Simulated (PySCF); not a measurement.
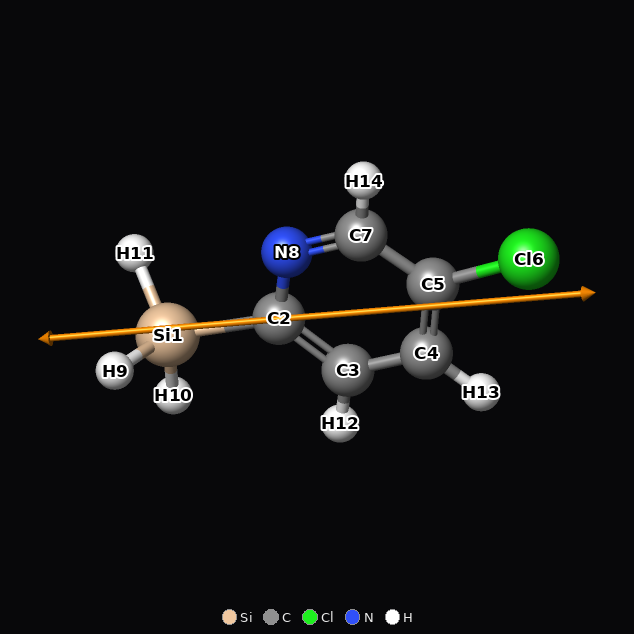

The double arrow shows the direction of the transition dipole to excited singlet state 4 (its length means nothing). The geometry was computed by an optimisation with GFN2-xTB. No frequency run is at hand to confirm it as a minimum. Properties computed with TDDFT PBE0/def2-SVPD, vertical, gas phase, core orbitals frozen in the response (PySCF 2.14.0).

Question. How is the transition polarised?

Answer. Nearly parallel to the Si1–C2 bond.

Question. Give its energy, strength and character.

Answer. 5.81 eV (214 nm), oscillator strength 0.25, mainly HOMO−1 → LUMO+1 (weight 0.65); transition dipole 3.35 D.

The geometry is semi-empirical. Around Si such bond lengths and angles can be off by a tenth of an ångström or more and by several degrees, and values that hang on the shape move with them.
